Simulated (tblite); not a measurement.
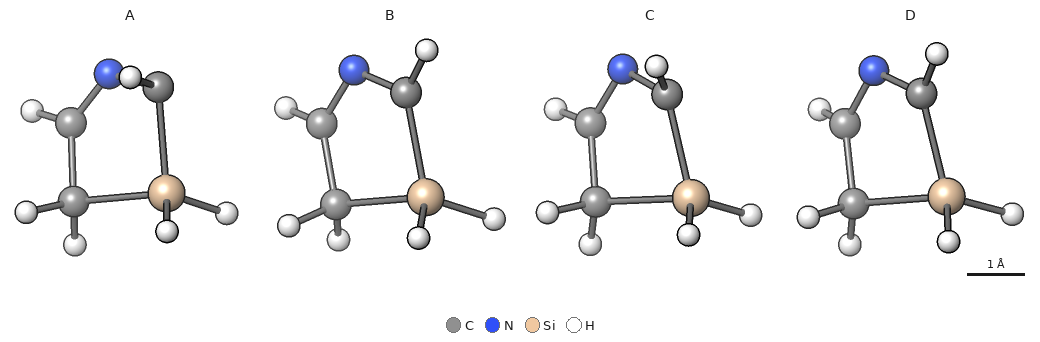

4 geometries from one relaxation of C₃H₆NSi (multiplicity 2), in shuffled order. The picture is a ball-and-stick view, seen from a free direction.

Method: GFN2-xTB geometry optimisation, gas phase in tblite 0.8.0. 

Order the frames from highest to lowest energy.

Answer. A, C, D, B. They are steps 0, 6, 19, 59, at +28.9 kcal/mol, +8.52 kcal/mol, +0.88 kcal/mol relative to the last. After 59 geometry steps the energy has fallen by 28.9 kcal/mol. The atom that moves furthest after the best rigid fit is an H atom (0.85 Å). By element the largest moves are H 0.85 Å, N 0.37 Å, C 0.24 Å, Si 0.11 Å. Near-neighbour distances that change, for instance: C–N 1.426 → 1.326 Å, C–N 1.203 → 1.299 Å, C–H 1.141 → 1.079 Å, C–Si 1.876 → 1.924 Å. Among the angles between lasting bonds that change: Si–C–H 106.0° → 130.6°, N–C–Si 97.5° → 112.6°, C–N–C 122.8° → 115.8°. The run took 0.21 s on 1 thread of Arm Neoverse V2 (shared host).
